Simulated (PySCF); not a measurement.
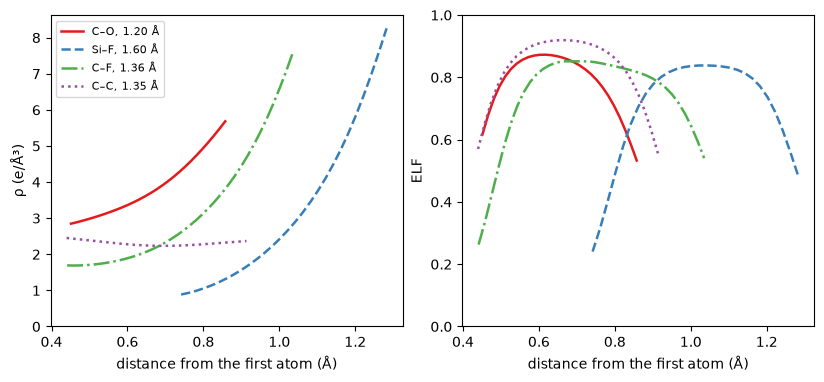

*C₄H₄F₂O₂Si (SMILES O=CC1=C[C@](F)([SiH2]F)O1). Electron density and electron localisation function along straight lines between neighbouring atoms. The curves leave out the atomic cores.*

Geometry: GFN2-xTB.

Computed with CAM-B3LYP/def2-SVPD, SCF density, gas phase in PySCF.

```xyz
13

O     3.2043   -1.0777   -0.3783
C     2.5198   -0.1453   -0.0455
C     1.1040   -0.2329    0.2673
C     0.1042   -1.1446    0.2428
C    -0.8171   -0.0177    0.5693
F    -1.5273   -0.0741    1.7249
Si   -1.8674    0.6799   -0.8878
F    -0.8520    0.6438   -2.1276
O     0.3322    0.8465    0.6787
H     2.9206    0.8790    0.0622
H    -0.0140   -2.1780    0.0053
H    -2.1678    2.0684   -0.6088
H    -2.9438   -0.2468   -1.1848
```

What can be read from the curves?

C–O (1.20 Å): ρ at the midpoint is about 3.4 e/Å³; the ELF peaks at about 0.85 between the atoms (a short, multiple covalent bond).
Si–F (1.60 Å): the density is about 1.1 e/Å³ at the midpoint; the ELF peaks at about 0.85 in the valence shell of F, 0.6 Å from its nucleus, and is about 0.50 at the midpoint.
C–F (1.36 Å): the density is about 2.2 e/Å³ at the midpoint, with its minimum of 1.7 e/Å³ about 0.5 Å from C; the ELF peaks at about 0.85 between the atoms (a polar covalent bond).
C–C (1.35 Å): the density is about 2.2 e/Å³ at the midpoint; the ELF peaks at about 0.90 between the atoms, as expected for a covalent bond.
